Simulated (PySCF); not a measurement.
SMILES Cc1ccsc1-c1sccc1C#N at its GFN2-xTB optimised geometry (Å):

```
20

C      2.4528    -1.8163     0.0000
C      0.9626    -1.8163     0.0000
C      0.2067    -3.0079    -0.0011
C     -1.1353    -2.7986    -0.0013
S     -1.5354    -1.1334    -0.0007
C      0.1559    -0.6921     0.0000
C      0.5306     0.6842     0.0021
S      2.1966     1.1862     0.0434
C      1.7594     2.8506     0.0274
C      0.4190     3.0280    -0.0083
C     -0.2953     1.7998    -0.0230
C     -1.6977     1.7888    -0.0648
N     -2.8429     1.8623    -0.1020
H      2.8217    -2.8384    -0.0194
H      2.8422    -1.3220     0.8903
H      2.8429    -1.2878    -0.8700
H      0.6547    -3.9857    -0.0018
H     -1.9215    -3.5270    -0.0017
H      2.5301     3.5949     0.0447
H     -0.0695     3.9857    -0.0243
```

Level of theory: B3LYP/def2-SVP (PySCF). Cells within 0.4 Å of a nucleus heavier than hydrogen are left out (blank, or x).

Map of the electron localisation function on the plane z = 0.0 Å:

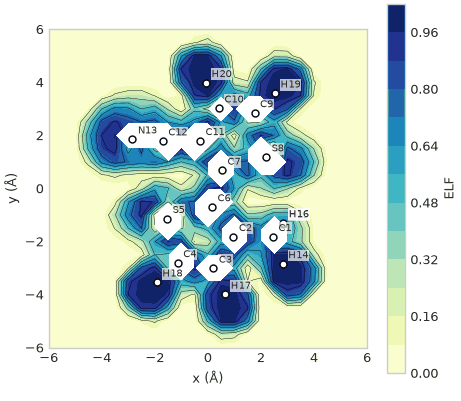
*Electron localisation function on the plane z = 0.0 Å.*
